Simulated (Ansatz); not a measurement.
# Geometry relaxation, with input and output: TiN₃H₆F

The run: geometry relaxation of TiN₃H₆F. Method and program: RHF/def2-SVP (Ansatz 0.2.0).

It belongs to a series of runs on one base structure; here: start relaxed. Figures and captions count atoms from 1; the log counts them from 0 in places.

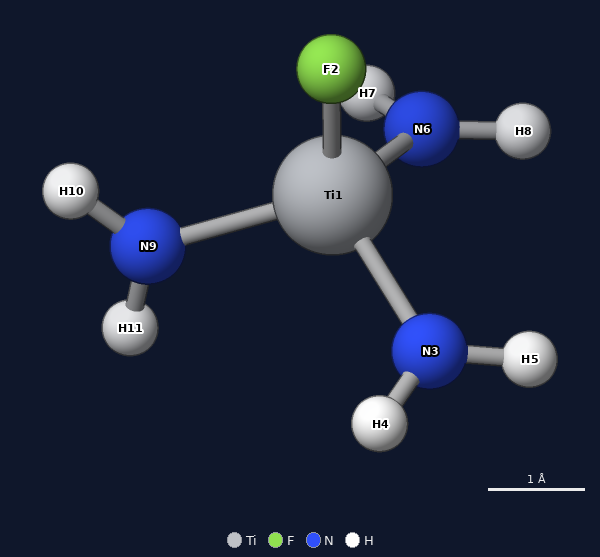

Fig. 1: The structure as given in the input (ball-and-stick view, seen at a tilt; atoms are numbered from 1 in the order of the input). Sticks mark near contacts.

Key numbers:

| quantity | value |
| --- | --- |
| outcome | converged |
| total energy | −30327.2450 eV |
| mean-field energy | −30327.2450 eV |
| largest force (length of the vector) at the end | 0.005 eV/Å |
| hardware | 4 threads of Arm Neoverse V2, 24 GiB of memory available, shared host |
| wall time | 16 s (CPU time 56 s) |
| peak memory | 0.28 GiB |

The input:
```yaml
crystal:
  periodic: [false, false, false]
  atoms:
    - { symbol: Ti, position_ang: [0.0, 0.0, 0.0] }
    - { symbol: F, position_ang: [0.0, 0.0, 1.83] }
    - { symbol: "N", position_ang: [1.9426, 0.0, -0.686] }
    - { symbol: H, position_ang: [2.4408, -0.918, -0.8667] }
    - { symbol: H, position_ang: [2.4438, 0.918, -0.8582] }
    - { symbol: "N", position_ang: [-0.9703, 1.681, -0.686] }
    - { symbol: H, position_ang: [-1.9904, 1.6258, -0.9687] }
    - { symbol: H, position_ang: [-0.4498, 2.6017, -0.7565] }
    - { symbol: "N", position_ang: [-0.9703, -1.681, -0.686] }
    - { symbol: H, position_ang: [-1.5052, -2.2973, -0.0095] }
    - { symbol: H, position_ang: [-0.9349, -1.9302, -1.7156] }
basis:
  gaussian: { orbitals: def2-SVP }
hamiltonian:
  xc: hf
relax:
  f_tol: 0.02
  max_steps: 40
```

Launch command:
```bash
ansatz run input.yaml --threads 4 --pin off --max-ram 5120MiB --backend cpu --events-out ev --progress --plain --runs-dir out
```

The program's output:
```
The last accepted step is kept in [file] (removed where the run ends without a failure and the disk answers)
Engine: ansatz 0.2.0, aarch64-unknown-linux-gnu
Functional definition: HF
  exchange = exact_x
  correlation = 0
1353 factors; integrals over basis functions are off by at most 2.5e-4 eV
mean field evaluation 1: about -30313.3666 eV, gradient 6.9e1 eV
mean field evaluation 2: about -30313.4562 eV, gradient 7.0e1 eV
mean field evaluation 4: about -30324.8316 eV, gradient 1.1e1 eV
mean field evaluation 8: about -30325.1874 eV, gradient 8.9e-1 eV
mean field evaluation 16: about -30325.1943 eV, gradient 2.6e-5 eV
mean field -30325.19427855 eV, -1114.4303345816 hartree, gradient 2.6e-5 eV, S^2 0.000000; 0 other end points of the search recorded, 0 dependent functions left out
the calculation of the forces begins
reference -30325.19427855 eV, -1114.4303345816 hartree; 29, 29 occupied and 88, 88 virtual orbitals, 1353 factors
relax step   1: F+E_penalty+E_count = -30325.19427855 eV  Δ(F+E_penalty+E_count) = +0.000e0 eV  max|allowed force component| = 2.520e0 eV/Å  Δτ_max = 0.0000 Å  (55 SCF iters, accepted)
these checks for a lower state are left out or cut short: starts, cluster_reference, orbital_swaps, neighbouring_geometries, increment
1353 factors; integrals over basis functions are off by at most 3.5e-4 eV
mean field evaluation 32: about -30327.0686 eV, gradient 1.1e-2 eV
mean field -30327.06857314 eV, -1114.4992136376 hartree, gradient 8.2e-6 eV, S^2 0.000000; 0 other end points of the search recorded, 0 dependent functions left out
[... from here on the field's lines of each further geometry are left out, up to the last ...]
relax step   2: F+E_penalty+E_count = -30327.06857314 eV  Δ(F+E_penalty+E_count) = -1.874e0 eV  max|allowed force component| = 9.056e-1 eV/Å  Δτ_max = 0.1925 Å  (41 SCF iters, accepted)
relax step   3: F+E_penalty+E_count = -30327.13621754 eV  Δ(F+E_penalty+E_count) = -6.764e-2 eV  max|allowed force component| = 1.866e-1 eV/Å  Δτ_max = 0.0720 Å  (41 SCF iters, accepted)
relax step   4: F+E_penalty+E_count = -30327.14908651 eV  Δ(F+E_penalty+E_count) = -1.287e-2 eV  max|allowed force component| = 1.594e-1 eV/Å  Δτ_max = 0.0795 Å  (41 SCF iters, accepted)
relax step   5: F+E_penalty+E_count = -30327.18027292 eV  Δ(F+E_penalty+E_count) = -3.119e-2 eV  max|allowed force component| = 4.791e-1 eV/Å  Δτ_max = 0.2000 Å  (41 SCF iters, accepted)
relax step   6: F+E_penalty+E_count = -30327.16296620 eV  Δ(F+E_penalty+E_count) = +1.731e-2 eV  max|allowed force component| = 1.110e0 eV/Å  Δτ_max = 0.1990 Å  (42 SCF iters, rejected (line search))
relax step   7: F+E_penalty+E_count = -30327.20983433 eV  Δ(F+E_penalty+E_count) = -2.956e-2 eV  max|allowed force component| = 2.459e-1 eV/Å  Δτ_max = 0.0995 Å  (41 SCF iters, accepted)
relax step   8: F+E_penalty+E_count = -30327.22745632 eV  Δ(F+E_penalty+E_count) = -1.762e-2 eV  max|allowed force component| = 1.603e-1 eV/Å  Δτ_max = 0.1000 Å  (41 SCF iters, accepted)
relax step   9: F+E_penalty+E_count = -30327.24111563 eV  Δ(F+E_penalty+E_count) = -1.366e-2 eV  max|allowed force component| = 6.296e-2 eV/Å  Δτ_max = 0.1500 Å  (41 SCF iters, accepted)
relax step  10: F+E_penalty+E_count = -30327.24425427 eV  Δ(F+E_penalty+E_count) = -3.139e-3 eV  max|allowed force component| = 6.401e-2 eV/Å  Δτ_max = 0.1036 Å  (42 SCF iters, accepted)
relax step  11: F+E_penalty+E_count = -30327.24480762 eV  Δ(F+E_penalty+E_count) = -5.533e-4 eV  max|allowed force component| = 2.620e-2 eV/Å  Δτ_max = 0.0506 Å  (43 SCF iters, accepted)
the calculation of the forces begins
reference -30327.24504763 eV, -1114.5056989554 hartree; 29, 29 occupied and 88, 88 virtual orbitals, 1353 factors
relax step  12: F+E_penalty+E_count = -30327.24504763 eV  Δ(F+E_penalty+E_count) = -2.400e-4 eV  max|allowed force component| = 4.834e-3 eV/Å  Δτ_max = 0.0207 Å  (43 SCF iters, accepted)
1353 factors; integrals over basis functions are off by at most 3.0e-4 eV
mean field evaluation 128: about -30327.0414 eV, gradient 2.4e-3 eV
```

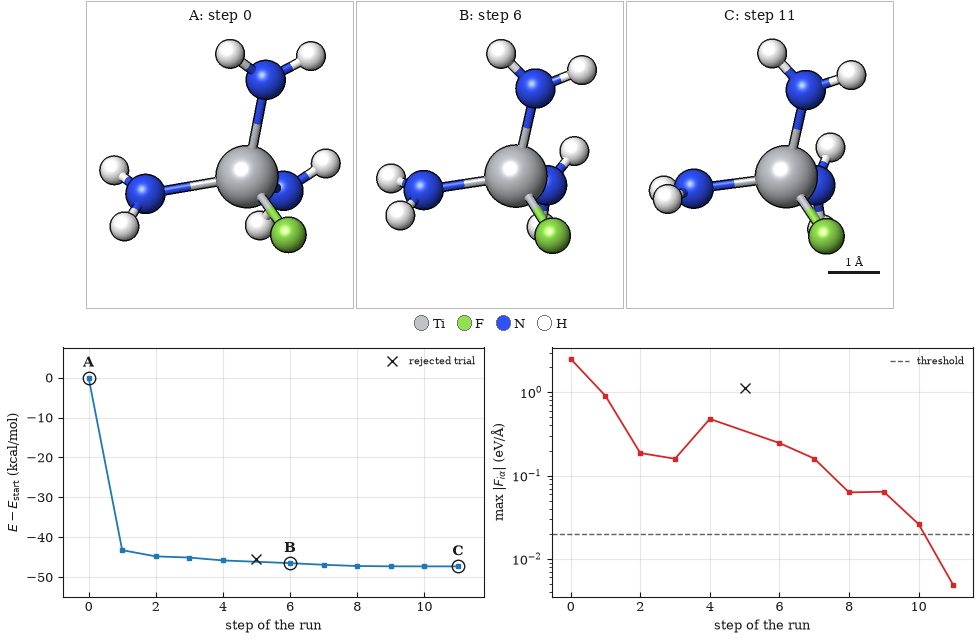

Fig. 2: Frames of the relaxation (ball-and-stick view, seen at a tilt) above the curves, on which the letters mark them (the first geometry is step 0 here and step 1 in the log).

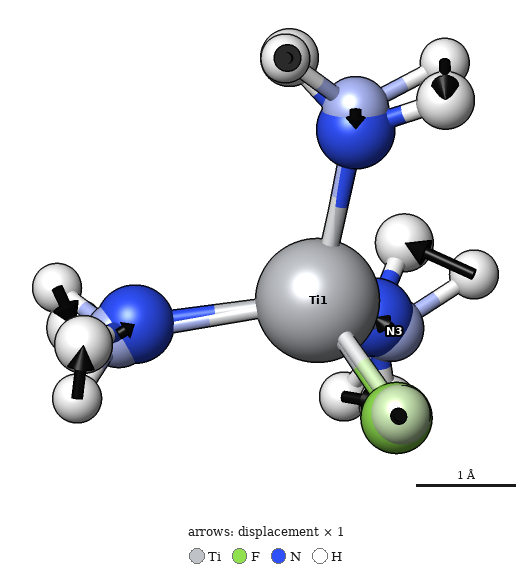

Fig. 3: Start (faint) and end (solid) with the displacements as black arrows, at true length (ball-and-stick view, seen at a tilt). The two geometries are laid on each other by the best rigid fit. The energy falls by 47.3 kcal/mol in 11 geometry steps. Largest force component: 2.5 eV/Å at the start, 0.0048 eV/Å at the end. The line search rejected the trial step at point 5 (counted from 0) and went back. The largest move after the best rigid fit is that of H5, 0.79 Å. By element the largest moves are H 0.79 Å, N 0.22 Å, F 0.16 Å, Ti 0.04 Å. Among the contacts that change: Ti1–N3 2.060 → 1.867 Å, Ti1–F2 1.830 → 1.767 Å, N3–H5 1.060 → 1.003 Å, N3–H4 1.060 → 1.005 Å. Among the angles that change: H4–N3–H5 120.0° → 110.3°, Ti1–N6–H7 120.0° → 125.6°, Ti1–N3–H5 120.0° → 125.4°. (Atoms are counted from 1 in the order of the input.)

```
mean field -30327.24504763 eV, -1114.5056989554 hartree, gradient 9.2e-6 eV, S^2 0.000000; 1 other end points of the search recorded, 0 dependent functions left out
the calculation of the forces begins
reference -30327.24504763 eV, -1114.5056989554 hartree; 29, 29 occupied and 88, 88 virtual orbitals, 1353 factors
Total energy: -30327.24504763 eV, -1114.5056989554 hartree
Atom 0 at     0.022259    -0.016040    -0.029188 Å, force     0.002041    -0.003704     0.000179 eV/Å
Atom 1 at     0.107463    -0.076984     1.734974 Å, force     0.000928    -0.001467     0.000955 eV/Å
Atom 2 at     1.737101    -0.024694    -0.767686 Å, force     0.000799     0.004834    -0.001919 eV/Å
Atom 3 at     2.488491    -0.605542    -0.438441 Å, force     0.001020    -0.001983     0.001564 eV/Å
Atom 4 at     2.067590     0.602589    -1.477796 Å, force     0.000859    -0.000124    -0.000190 eV/Å
Atom 5 at    -0.852335     1.536812    -0.586176 Å, force    -0.002397    -0.000246    -0.001610 eV/Å
Atom 6 at    -1.591093     1.579433    -1.263945 Å, force     0.000853    -0.000864    -0.000754 eV/Å
Atom 7 at    -0.705977     2.441426    -0.172886 Å, force    -0.000555     0.000096     0.000119 eV/Å
Atom 8 at    -0.910721    -1.492811    -0.689024 Å, force     0.000292     0.003521    -0.000126 eV/Å
Atom 9 at    -1.747900    -1.860382    -0.271364 Å, force    -0.002428    -0.001576    -0.000301 eV/Å
Atom 10 at    -0.608578    -2.083808    -1.441668 Å, force    -0.001413     0.001514     0.002082 eV/Å
Dipole moment:    -0.024522     0.017629    -0.509611 e Å
```

Trajectory as extended XYZ (Å, eV, eV/Å), 10 of the 12 frames kept, from step=1 to step=12:
```
11
Properties=species:S:1:pos:R:3:forces:R:3 step=1 energy=-30325.19428
Ti    0.0000    0.0000    0.0000    0.0370  -0.0013  -1.3662
F     0.0000    0.0000    1.8300   -0.0963  -0.1210  -2.3568
N     1.9426    0.0000   -0.6860   -2.1656   0.0485   0.6604
H     2.4408   -0.9180   -0.8667   -0.6840   2.4771   0.2778
H     2.4438    0.9180   -0.8582   -0.6535  -2.4855   0.2155
N    -0.9703    1.6810   -0.6860    1.1193  -1.8219   0.6973
H    -1.9904    1.6258   -0.9687    2.4430   0.7069   0.5113
H    -0.4498    2.6017   -0.7565   -1.7676  -1.8689  -0.0208
N    -0.9703   -1.6810   -0.6860    1.0915   1.9090   0.9059
H    -1.5052   -2.2973   -0.0095    1.1068   1.0474  -2.0447
H    -0.9349   -1.9302   -1.7156   -0.4306   0.1098   2.5202
11
Properties=species:S:1:pos:R:3:forces:R:3 step=2 energy=-30327.06857
Ti    0.0044    0.0054   -0.1036   -0.0427   0.0184   0.7585
F    -0.0380   -0.0490    1.6697    0.0016  -0.0296  -0.0488
N     1.7541    0.0076   -0.7147    0.9056  -0.0639  -0.2301
H     2.3036   -0.8455   -0.8088   -0.1957   0.7477   0.0123
H     2.3161    0.8489   -0.8311   -0.1953  -0.7107  -0.0238
N    -0.8632    1.5307   -0.7013   -0.2961   0.7937  -0.2141
H    -1.8486    1.5393   -0.9450    0.5772   0.2593   0.0542
H    -0.4505    2.4649   -0.6913   -0.5466  -0.6521  -0.0711
N    -0.8841   -1.5245   -0.6443   -0.3092  -0.5577  -0.3839
H    -1.3819   -2.1497   -0.0182    0.2367   0.2236  -0.4969
H    -0.9056   -1.8283   -1.6146   -0.1355  -0.0287   0.6439
11
Properties=species:S:1:pos:R:3:forces:R:3 step=3 energy=-30327.13622
Ti    0.0056    0.0106   -0.0615   -0.0675  -0.0651   0.1760
F    -0.0465   -0.0686    1.7087    0.0220  -0.0010  -0.1027
N     1.7638    0.0029   -0.6992    0.0267   0.1450   0.0029
H     2.3132   -0.8306   -0.8088    0.0585   0.0508  -0.0008
H     2.3142    0.8236   -0.8960   -0.0429  -0.1866  -0.0301
N    -0.8677    1.5412   -0.6854   -0.0958  -0.0844  -0.0174
H    -1.8209    1.5496   -1.0107    0.1821   0.0890   0.0097
H    -0.4840    2.4698   -0.6687   -0.0916   0.0233  -0.0069
N    -0.8848   -1.5205   -0.6412    0.0762   0.1506  -0.0210
H    -1.3716   -2.1608   -0.0401   -0.0190  -0.0367  -0.0420
H    -0.9150   -1.8174   -1.6004   -0.0486  -0.0847   0.0323
11
Properties=species:S:1:pos:R:3:forces:R:3 step=5 energy=-30327.18027
Ti    0.0028   -0.0040   -0.0287    0.1106   0.0945  -0.1575
F     0.0186   -0.0791    1.7351   -0.0342  -0.0290   0.0492
N     1.7505    0.0012   -0.7081    0.4157   0.2021  -0.2555
H     2.3870   -0.7831   -0.6470   -0.2146   0.2764   0.0375
H     2.2160    0.7865   -1.1550   -0.3206  -0.4791   0.2165
N    -0.8525    1.5399   -0.6499   -0.1767   0.3443  -0.0849
H    -1.7099    1.5491   -1.1867    0.3452  -0.0137   0.1728
H    -0.5682    2.4910   -0.4451   -0.1198  -0.3982  -0.0156
N    -0.9079   -1.5073   -0.6509   -0.1158  -0.2006  -0.0584
H    -1.4835   -2.1093   -0.0846    0.0435   0.1230   0.0046
H    -0.8464   -1.8848   -1.5823    0.0668   0.0803   0.0916
11
Properties=species:S:1:pos:R:3:forces:R:3 step=6 energy=-30327.16297 accepted=F
Ti    0.0078   -0.0084   -0.0274    0.0717   0.0842  -0.0085
F     0.0254   -0.0932    1.7355    0.0092  -0.0049   0.0479
N     1.7467    0.0006   -0.7227    0.9562   0.3476  -0.6606
H     2.4335   -0.7370   -0.5374   -0.5415   0.7536  -0.2034
H     2.1428    0.7368   -1.3333   -0.4842  -1.1103   0.8566
N    -0.8380    1.5442   -0.6312   -0.3789   0.8802  -0.1695
H    -1.6307    1.5574   -1.2761    0.6729   0.0860   0.5633
H    -0.6293    2.4918   -0.2901   -0.2860  -0.9923  -0.3790
N    -0.9132   -1.5026   -0.6549   -0.2009  -0.4427  -0.2631
H    -1.5546   -2.0576   -0.1030    0.1862   0.2344  -0.1584
H    -0.7841   -1.9321   -1.5626   -0.0048   0.1643   0.3746
11
Properties=species:S:1:pos:R:3:forces:R:3 step=7 energy=-30327.20983
Ti    0.0024   -0.0113   -0.0329    0.0194   0.0505  -0.0860
F     0.0131   -0.1079    1.7308    0.0105   0.0053   0.0366
N     1.7380    0.0062   -0.7324    0.2218   0.0614  -0.0971
H     2.4087   -0.7347   -0.5961   -0.1022   0.1535   0.0106
H     2.1619    0.7707   -1.2370   -0.1477  -0.2459   0.0925
N    -0.8366    1.5446   -0.6397   -0.0990   0.1581  -0.0317
H    -1.6539    1.5673   -1.2284    0.1642   0.0039   0.0915
H    -0.5816    2.4823   -0.3671   -0.0686  -0.1981  -0.0072
N    -0.9158   -1.5104   -0.6570   -0.0205  -0.0784  -0.0580
H    -1.5353   -2.0619   -0.0876    0.0006   0.0525  -0.0202
H    -0.7946   -1.9447   -1.5558    0.0215   0.0373   0.0692
11
Properties=species:S:1:pos:R:3:forces:R:3 step=8 energy=-30327.22746
Ti    0.0055   -0.0129   -0.0358    0.0294   0.0152  -0.0116
F     0.0342   -0.1034    1.7282    0.0085   0.0070   0.0149
N     1.7370   -0.0011   -0.7436    0.1204   0.0414  -0.0692
H     2.4342   -0.6984   -0.5366   -0.0723   0.1066  -0.0107
H     2.1290    0.7257   -1.3201   -0.0831  -0.1603   0.0761
N    -0.8375    1.5462   -0.6262   -0.0545   0.0910  -0.0318
H    -1.6242    1.5774   -1.2524    0.0948   0.0089   0.0656
H    -0.6192    2.4734   -0.2969   -0.0438  -0.1298  -0.0140
N    -0.9162   -1.5088   -0.6652   -0.0158  -0.0341  -0.0370
H    -1.5896   -2.0182   -0.1181    0.0081   0.0409  -0.0378
H    -0.7468   -1.9799   -1.5364    0.0084   0.0131   0.0555
11
Properties=species:S:1:pos:R:3:forces:R:3 step=10 energy=-30327.24425
Ti    0.0179   -0.0163   -0.0324    0.0267  -0.0640   0.0444
F     0.0938   -0.0818    1.7320    0.0085  -0.0030  -0.0089
N     1.7367   -0.0226   -0.7621   -0.0144   0.0168  -0.0125
H     2.4915   -0.6005   -0.4360   -0.0039  -0.0053   0.0067
H     2.0611    0.6049   -1.4748    0.0101   0.0024  -0.0014
N    -0.8479    1.5418   -0.5870   -0.0386  -0.0011  -0.0468
H    -1.6033    1.5836   -1.2467    0.0110   0.0021   0.0000
H    -0.6806    2.4513   -0.1929    0.0019  -0.0084   0.0119
N    -0.9094   -1.5004   -0.6889   -0.0088   0.0538  -0.0031
H    -1.7381   -1.8774   -0.2626    0.0030   0.0013   0.0015
H    -0.6154   -2.0826   -1.4517    0.0045   0.0053   0.0081
11
Properties=species:S:1:pos:R:3:forces:R:3 step=11 energy=-30327.24481
Ti    0.0238   -0.0166   -0.0287   -0.0102   0.0213  -0.0090
F     0.1077   -0.0777    1.7353   -0.0016   0.0059   0.0079
N     1.7383   -0.0217   -0.7686    0.0025  -0.0229   0.0030
H     2.4868   -0.6133   -0.4513   -0.0056   0.0086  -0.0001
H     2.0705    0.6140   -1.4701    0.0025   0.0018  -0.0045
N    -0.8508    1.5350   -0.5890    0.0123  -0.0018   0.0221
H    -1.5774    1.5794   -1.2795   -0.0055   0.0015   0.0029
H    -0.7178    2.4354   -0.1624   -0.0033   0.0072  -0.0092
N    -0.9137   -1.4908   -0.6864    0.0103  -0.0262  -0.0055
H    -1.7491   -1.8591   -0.2658   -0.0021   0.0059   0.0015
H    -0.6120   -2.0845   -1.4368    0.0006  -0.0013  -0.0090
11
Properties=species:S:1:pos:R:3:forces:R:3 step=12 energy=-30327.24505
Ti    0.0223   -0.0160   -0.0292    0.0020  -0.0037   0.0002
F     0.1075   -0.0770    1.7350    0.0009  -0.0015   0.0010
N     1.7371   -0.0247   -0.7677    0.0008   0.0048  -0.0019
H     2.4885   -0.6055   -0.4384    0.0010  -0.0020   0.0016
H     2.0676    0.6026   -1.4778    0.0009  -0.0001  -0.0002
N    -0.8523    1.5368   -0.5862   -0.0024  -0.0002  -0.0016
H    -1.5911    1.5794   -1.2639    0.0009  -0.0009  -0.0008
H    -0.7060    2.4414   -0.1729   -0.0006   0.0001   0.0001
N    -0.9107   -1.4928   -0.6890    0.0003   0.0035  -0.0001
H    -1.7479   -1.8604   -0.2714   -0.0024  -0.0016  -0.0003
H    -0.6086   -2.0838   -1.4417   -0.0014   0.0015   0.0021
```
